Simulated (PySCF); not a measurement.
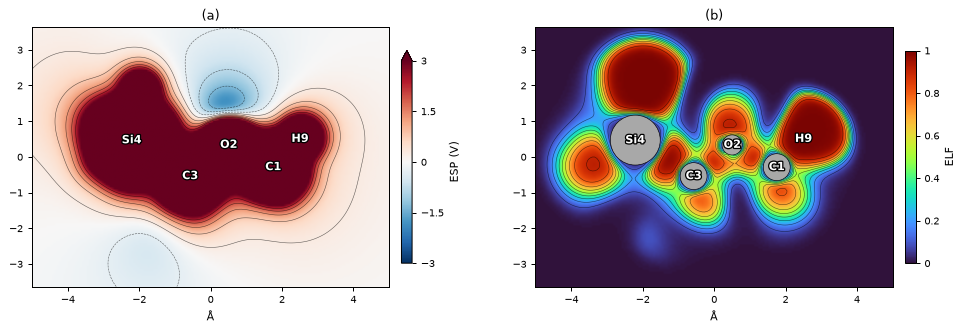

Figure. C3H8OSSi (SMILES CO[C@H]1[SiH2]CS1). (a) electrostatic potential; (b) electron localisation function on the plane of atoms O2, C3 and Si4. Grey discs cover the atomic cores in the ELF map.

Geometry: GFN2-xTB.

Theory: PBE0/pcSseg-1, SCF density, gas phase, non-relativistic in PySCF.

```xyz
14

C    -2.3016   -0.4278    0.7181
O    -1.2019    0.4401    0.5710
C    -0.2335   -0.0109   -0.3137
Si    1.3001    1.1432   -0.2177
C     2.0675   -0.2826    0.8002
S     0.7326   -1.4609    0.3367
H    -2.8301   -0.5498   -0.2350
H    -1.9700   -1.4122    1.0675
H    -2.9636    0.0227    1.4544
H    -0.6702   -0.2972   -1.2766
H     1.0169    2.3728    0.5083
H     1.9466    1.2914   -1.5196
H     3.0298   -0.6760    0.4842
H     2.0768   -0.1534    1.8800
```

Q: Describe what can be read from this map.

A: Atoms in the plane: C, O, Si and H.
C–O (1.39 Å): the ELF peaks at about 0.90 between the atoms; a polar covalent bond.
C–Si (1.92 Å): the ELF peaks at about 1 between the atoms; a covalent bond.
C–H (1.09 Å): the ELF climbs to about 1 towards the hydrogen, as it does in any bond to H: a covalent bond by its length.
The ELF also peaks beside O2, away from the bonds: lone-pair regions.
Outside the dense part of the molecule the potential is most negative (−1.8 V) near O2.
